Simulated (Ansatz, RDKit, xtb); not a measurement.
# C3H2FN3O2: which of the isomers drawn lies lowest?, part 2 of 2

Which of a sample of isomers of C3H2FN3O2 is the most stable in the gas at 298.15 K, and what are its properties? The sample is small against all isomers, and the most stable one of this formula need not be in it.

xtb, Ansatz and PySCF; isolated molecules. Earlier steps stand in the parts before.

### Step 7. Vibrations and thermal terms

The lowest few go on as finalists. In this search the thermal terms come from GFN2-xTB at its own nearest minimum. The first, c921a:

Input file start.xyz:

```xyz
11
c921a
C     -2.944102     1.220646     0.664073
C     -1.654189     0.639824     1.098198
C      0.032419     0.043175     2.124591
F      0.900787    -0.111700     3.082371
N     -1.093015     0.742484     2.288940
N      0.228266    -0.490620     0.934030
N     -0.865085    -0.096648     0.288937
O     -3.674983     1.877740     1.344240
O     -3.181235     0.900997    -0.619937
H     -4.031235     1.299635    -0.861278
H     -1.028898    -0.347034    -0.680138
```

Launch:

```console
xtb start.xyz --gfn 2 --ohess tight
```

Log (excerpt; [...] marks lines left out):

```text
* xtb version 6.7.1
[...]
          :  # basis functions                  38          :
[...]
          :  # electrons                        48          :
[...]
          :  Hamiltonian                  GFN2-xTB          :
[...]
          :  net charge                          0          :
          :  unpaired electrons                  0          :
[...]
   *** convergence criteria satisfied after 12 iterations ***
[...]
   *** GEOMETRY OPTIMIZATION CONVERGED AFTER 6 ITERATIONS ***
[...]
   *** convergence criteria satisfied after 3 iterations ***
[...]
         ::                     SUMMARY                     ::
         :::::::::::::::::::::::::::::::::::::::::::::::::::::
         :: total energy             -29.075020889383 Eh    ::
         :: gradient norm              0.000391863417 Eh/a0 ::
         :: HOMO-LUMO gap              3.111731298136 eV    ::
         ::.................................................::
         :: SCC energy               -29.318279669284 Eh    ::
         :: -> isotropic ES            0.071389949307 Eh    ::
         :: -> anisotropic ES          0.005432090038 Eh    ::
         :: -> anisotropic XC          0.006112126588 Eh    ::
         :: -> dispersion             -0.007970040479 Eh    ::
         :: repulsion energy           0.243258779901 Eh    ::
         :: add. restraining           0.000000000000 Eh    ::
         :: total charge              -0.000000000000 e     ::
         :::::::::::::::::::::::::::::::::::::::::::::::::::::
[...]
        24        2.0000           -0.4336887             -11.8013 (HOMO)
        25                         -0.3193347              -8.6895 (LUMO)
[...]
molecular dipole:
                 x           y           z       tot (Debye)
 q only:       -0.472      -0.336      -1.705
   full:       -0.707      -0.354      -2.133       5.783
molecular quadrupole (traceless):
[...]
          | TOTAL ENERGY              -29.075020889384 Eh   |
          | TOTAL ENTHALPY            -29.003196574121 Eh   |
          | TOTAL FREE ENERGY         -29.043805196997 Eh   |
          | GRADIENT NORM               0.000391998055 Eh/α |
[...]
```

It took 0.71 s on 2 threads of Intel Xeon at 2.50GHz (Skylake/Cascade Lake), shared host; peak memory 0.11 GiB.

### Step 8. Thermal terms of the finalists

As xtb prints them, at 298.15 K, with its own treatment of low modes:

| label | SMILES | spin | lowest mode (cm⁻¹) | zero-point (kcal/mol) | G − E (kcal/mol) |
| --- | --- | --- | --- | --- | --- |
| c921a | O=C(O)c1nc(F)n[nH]1 | singlet | 57 | 39.9 | 19.6 |
| c491a | O=C(O)c1n[nH]c(F)n1 | singlet | 24 | 39.8 | 19.3 |
| c039a | O=C(O)c1nnc(F)[nH]1 | singlet | 60 | 39.6 | 19.2 |

### Step 9. Energies at the top level

Single points at CCSD(T)/def2-SVP + MP2/def2-TZVPP - MP2/def2-SVP on the refined geometries decide the order.

c921a, CCSD(T)/def2-SVP:

Input file input.yaml:

```yaml
crystal:
  periodic: [false, false, false]
  atoms:
    - {symbol: C, position_ang: [-2.944102, 1.220646, 0.664073]}
    - {symbol: C, position_ang: [-1.654189, 0.639824, 1.098198]}
    - {symbol: C, position_ang: [0.032419, 0.043175, 2.124591]}
    - {symbol: F, position_ang: [0.900787, -0.111700, 3.082371]}
    - {symbol: "N", position_ang: [-1.093015, 0.742484, 2.288940]}
    - {symbol: N, position_ang: [0.228266, -0.490620, 0.934030]}
    - {symbol: "N", position_ang: [-0.865085, -0.096648, 0.288937]}
    - {symbol: O, position_ang: [-3.674983, 1.877740, 1.344240]}
    - {symbol: O, position_ang: [-3.181235, 0.900997, -0.619937]}
    - {symbol: H, position_ang: [-4.031235, 1.299635, -0.861278]}
    - {symbol: H, position_ang: [-1.028898, -0.347034, -0.680138]}
basis:
  gaussian: {orbitals: def2-SVP}
correlation: {method: ccsd_t, frozen_orbitals: {F: 1, O: 1, C: 1, H: 0, "N": 1}}
```

Launch:

```console
ansatz run input.yaml --threads 2 --pin off --max-ram 5220MiB --events-out events.jsonl --progress --plain --runs-dir runs
```

Log (excerpt; [...] marks lines left out):

```text
Warning: RAYON_NUM_THREADS=2 ignored (pool sized by the plan → 2); use --threads N
Functional definition: HF
  name "HF"
[...]
1360 factors; integrals over basis functions are off by at most 1.2e-3 eV
[...]
mean field -14336.53385821 eV, -526.8579016376 hartree, gradient 3.2e-6 eV, S^2 0.000000; 0 other end points of the search recorded, 0 dependent functions left out
9 core orbitals not correlated: weight in the atoms' cores, before any rotation towards them, 1.000 or more for the frozen orbitals, at most 0.000 for the correlated occupied ones
reference -14336.53385821 eV, -526.8579016376 hartree; 24, 24 occupied and 103, 103 virtual orbitals, 1360 factors
second order -38.25623615 eV of doubles, -0.00000000 eV of singles
cycle   1  -37.37058438 eV  change    8.9e-1 eV  update   1.6e-1
[...]
cycle  11  -38.61691576 eV  change    5.9e-5 eV  update   1.6e-5
perturbative correction -1.41189319 eV, -0.0518861176 hartree
Total energy: -14376.56266716 eV, -528.3289332338 hartree
```

Run time: 98 s. Hardware: 2 threads of Intel Xeon at 2.50GHz (Skylake/Cascade Lake), shared host; peak memory 1.2 GiB.

### Step 10. c921a at MP2/def2-TZVPP

Input file input.yaml:

```yaml
crystal:
  periodic: [false, false, false]
  atoms:
    - {symbol: C, position_ang: [-2.944102, 1.220646, 0.664073]}
    - {symbol: C, position_ang: [-1.654189, 0.639824, 1.098198]}
    - {symbol: C, position_ang: [0.032419, 0.043175, 2.124591]}
    - {symbol: F, position_ang: [0.900787, -0.111700, 3.082371]}
    - {symbol: N, position_ang: [-1.093015, 0.742484, 2.288940]}
    - {symbol: "N", position_ang: [0.228266, -0.490620, 0.934030]}
    - {symbol: N, position_ang: [-0.865085, -0.096648, 0.288937]}
    - {symbol: O, position_ang: [-3.674983, 1.877740, 1.344240]}
    - {symbol: O, position_ang: [-3.181235, 0.900997, -0.619937]}
    - {symbol: H, position_ang: [-4.031235, 1.299635, -0.861278]}
    - {symbol: H, position_ang: [-1.028898, -0.347034, -0.680138]}
basis:
  gaussian:
    orbitals: def2-TZVPP
correlation:
  method: mp2
  frozen_orbitals: {F: 1, O: 1, C: 1, H: 0, "N": 1}
```

Launch:

```console
ansatz run input.yaml --threads 2 --pin off --max-ram 5220MiB --events-out events.jsonl --progress --plain --runs-dir runs
```

Log:

```text
Warning: RAYON_NUM_THREADS=2 ignored (pool sized by the plan → 2); use --threads N
[... 2 set-up lines as earlier in the session ...]
  exchange = exact_x
  correlation = 0
1985 factors; integrals over basis functions are off by at most 1.1e-3 eV
mean field evaluation 1: about -14346.7506 eV, gradient 5.6e1 eV
mean field evaluation 2: about -14347.3077 eV, gradient 5.6e1 eV
mean field evaluation 4: about -14353.5005 eV, gradient 6.7e0 eV
mean field evaluation 8: about -14353.6484 eV, gradient 7.3e-1 eV
mean field evaluation 16: about -14353.6525 eV, gradient 3.0e-6 eV
mean field -14353.65246777 eV, -527.4869989355 hartree, gradient 2.9e-6 eV, S^2 0.000000; 0 other end points of the search recorded, 0 dependent functions left out
9 core orbitals not correlated: weight in the atoms' cores, before any rotation towards them, 1.000 or more for the frozen orbitals, at most 0.000 for the correlated occupied ones
reference -14353.65246777 eV, -527.4869989355 hartree; 24, 24 occupied and 274, 274 virtual orbitals, 1985 factors
second order -47.86524473 eV of doubles, -0.00000000 eV of singles
Total energy: -14401.51771250 eV, -529.2460142350 hartree
```

It took 31 s on 2 threads of Intel Xeon at 2.50GHz (Skylake/Cascade Lake), shared host; peak memory 1 GiB.

### Step 11. c491a at CCSD(T)/def2-SVP

Input file input.yaml:

```yaml
crystal:
  periodic: [false, false, false]
  atoms:
    - {symbol: C, position_ang: [-3.025006, 1.306197, 0.363004]}
    - {symbol: C, position_ang: [-1.756128, 0.694162, 0.835096]}
    - {symbol: C, position_ang: [0.088304, 0.520779, 1.736721]}
    - {symbol: F, position_ang: [1.214787, 0.683680, 2.368276]}
    - {symbol: "N", position_ang: [-1.441914, -0.571131, 0.617097]}
    - {symbol: "N", position_ang: [-0.247537, -0.671955, 1.204370]}
    - {symbol: N, position_ang: [-0.828092, 1.409126, 1.529949]}
    - {symbol: O, position_ang: [-3.324637, 2.452530, 0.551419]}
    - {symbol: O, position_ang: [-3.788955, 0.431170, -0.293434]}
    - {symbol: H, position_ang: [-4.584660, 0.916593, -0.559023]}
    - {symbol: H, position_ang: [0.268722, -1.544588, 1.208848]}
basis:
  gaussian:
    orbitals: def2-SVP
correlation:
  method: ccsd_t
  frozen_orbitals: {F: 1, O: 1, C: 1, H: 0, "N": 1}
```

Launch:

```console
ansatz run input.yaml --threads 2 --pin off --max-ram 5220MiB --events-out events.jsonl --progress --plain --runs-dir runs
```

Log (excerpt; [...] marks lines left out):

```text
Warning: RAYON_NUM_THREADS=2 ignored (pool sized by the plan → 2); use --threads N
[... 2 set-up lines as earlier in the session ...]
[...]
1361 factors; integrals over basis functions are off by at most 1.2e-3 eV
[...]
mean field -14336.48232975 eV, -526.8560080014 hartree, gradient 1.3e-6 eV, S^2 0.000000; 0 other end points of the search recorded, 0 dependent functions left out
9 core orbitals not correlated: weight in the atoms' cores, before any rotation towards them, 1.000 or more for the frozen orbitals, at most 0.000 for the correlated occupied ones
reference -14336.48232975 eV, -526.8560080014 hartree; 24, 24 occupied and 103, 103 virtual orbitals, 1361 factors
second order -38.15334062 eV of doubles, -0.00000000 eV of singles
cycle   1  -37.32552253 eV  change    8.3e-1 eV  update   1.6e-1
[...]
cycle   9  -38.56054512 eV  change   -1.2e-5 eV  update   5.0e-5
perturbative correction -1.40033015 eV, -0.0514611837 hartree
Total energy: -14376.44320501 eV, -528.3245430809 hartree
```

Run time: 96 s. Hardware: 2 threads of Intel Xeon at 2.50GHz (Skylake/Cascade Lake), shared host; peak memory 1.2 GiB.

### Step 12. Free energies and the winner

Energies in kcal/mol from c921a; G adds the thermal terms to the CCSD(T)/def2-SVP + MP2/def2-TZVPP - MP2/def2-SVP energy. The columns left of the relaxed level are at the tight-binding geometries.

| label | SMILES | spin | GFN2-xTB | HF/STO-3G | r2SCAN-D4/def2-SVP | PBE0-D3(BJ)/def2-SVP | HF/def2-SVP | MP2/def2-SVP | CCSD(T)/def2-SVP + MP2/def2-TZVPP - MP2/def2-SVP | G | share at equilibrium | T1 |
| --- | --- | --- | --- | --- | --- | --- | --- | --- | --- | --- | --- | --- |
| c921a | O=C(O)c1nc(F)n[nH]1 | singlet | 0.0 | 0.0 | 0.0 | 0.0 | 0.0 | 0.0 | 0.0 | 0.0 | 99.1 % | 0.015 |
| c491a | O=C(O)c1n[nH]c(F)n1 | singlet | 2.9 | 1.2 | 3.8 | 3.1 | 1.2 | 3.6 | 3.1 | 2.8 | 0.9 % | 0.015 |
| c039a | O=C(O)c1nnc(F)[nH]1 | singlet | 4.3 | 4.2 | 10.3 | 9.9 | 8.7 | 10.7 | 8.8 | 8.4 | < 0.1 % | 0.014 |

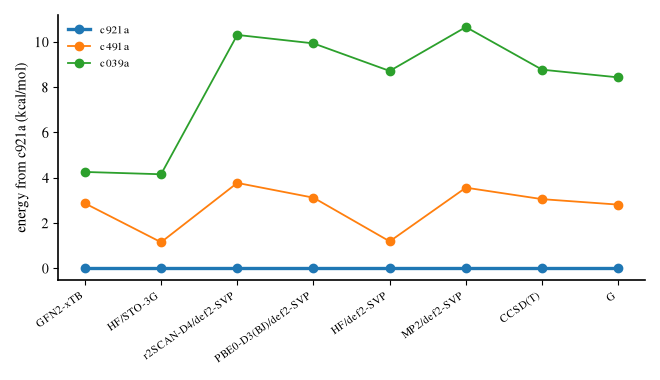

The finalists at each level, measured from c921a.

Lowest found: c921a, `O=C(O)c1nc(F)n[nH]1`, a singlet. Bond lengths: C1–C2 1.480 Å, C3–F4 1.302 Å, C2–N5 1.320 Å, C3–N5 1.335 Å, C3–N6 1.319 Å, C2–N7 1.349 Å, N6–N7 1.329 Å, C1–O8 1.195 Å, C1–O9 1.344 Å, O9–H10 0.969 Å, N7–H11 1.014 Å. Some angles: C1–C2–N5 127.2°, C1–C2–N7 123.2°, N5–C2–N7 109.6°, C2–C1–O8 125.6°, C2–C1–O9 109.9°, O8–C1–O9 124.5°, F4–C3–N5 122.3°, F4–C3–N6 121.1°, N5–C3–N6 116.6°, C2–N5–C3 101.9°.

```xyz
11

C    -2.9441    1.2206    0.6641
C    -1.6542    0.6398    1.0982
C     0.0324    0.0432    2.1246
F     0.9008   -0.1117    3.0824
N    -1.0930    0.7425    2.2889
N     0.2283   -0.4906    0.9340
N    -0.8651   -0.0966    0.2889
O    -3.6750    1.8777    1.3442
O    -3.1812    0.9010   -0.6199
H    -4.0312    1.2996   -0.8613
H    -1.0289   -0.3470   -0.6801
```

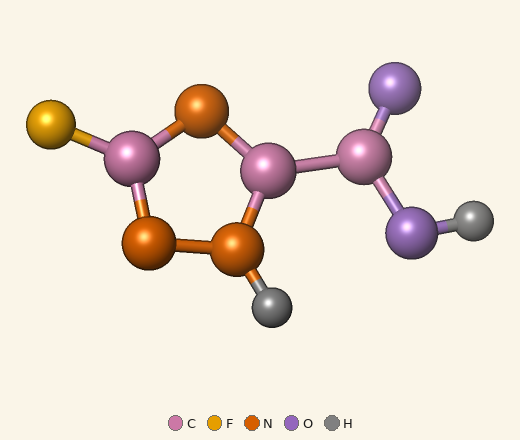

The lowest structure found, seen from a chosen angle (carbon pink, fluorine amber, nitrogen orange, oxygen purple, hydrogen grey).

### Step 13. What came out

This closing draws on all 2 parts.

```
                                 quantity                                                                                                               value
                   lowest structure found                                                                                        O=C(O)c1nc(F)n[nH]1, singlet
                            next finalist                                                              O=C(O)c1n[nH]c(F)n1, singlet, 2.8 kcal/mol higher in G
share at equilibrium, among the finalists                                                                                                              99.1 %
                                   funnel  4 starts, 4 minima at GFN2-xTB from these starts (7 with those found later), 7 screening runs, 3 relaxed, 3 ranked
                     CPU time of all runs                                                                                                              19 min
```

What this shows: The search ends on `O=C(O)c1nc(F)n[nH]1`. The margin, 2.8 kcal/mol, is modest. GFN2-xTB, HF/STO-3G, r2SCAN-D4/def2-SVP, PBE0-D3(BJ)/def2-SVP, HF/def2-SVP and MP2/def2-SVP already put its bonding pattern lowest among the structures in one piece. The largest share of the time went into the final energies (64 % of the CPU time that the search's summary counts). The search is not exhaustive (a finite list of starts, one conformer a finalist), so a lower isomer can't be ruled out. Only 4 drawn patterns were tried, so whole families of isomers are missing, and the result ranks this sample alone.
